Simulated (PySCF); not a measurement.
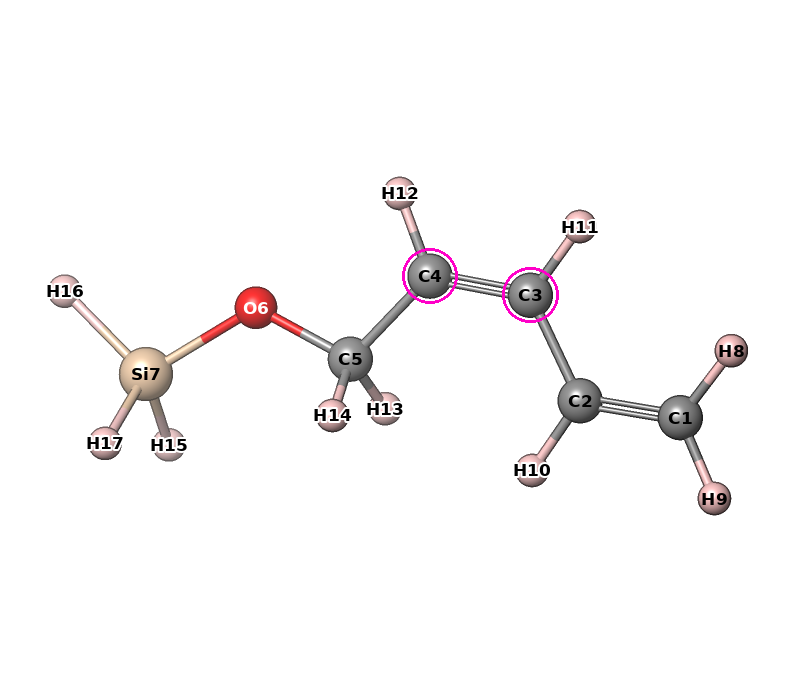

Depth is shown by fading: the farther an atom, the more it takes the colour of the background. Circles mark the stereogenic atoms. The computed structure is the end point of a PBE0-D3(BJ)/def2-SVP optimisation. No frequency run is at hand to confirm it as a minimum.

Give the R/S and E/Z labels.

C3=C4: Z.

Write the isomeric SMILES.

C=C/C=C\CO[SiH3]
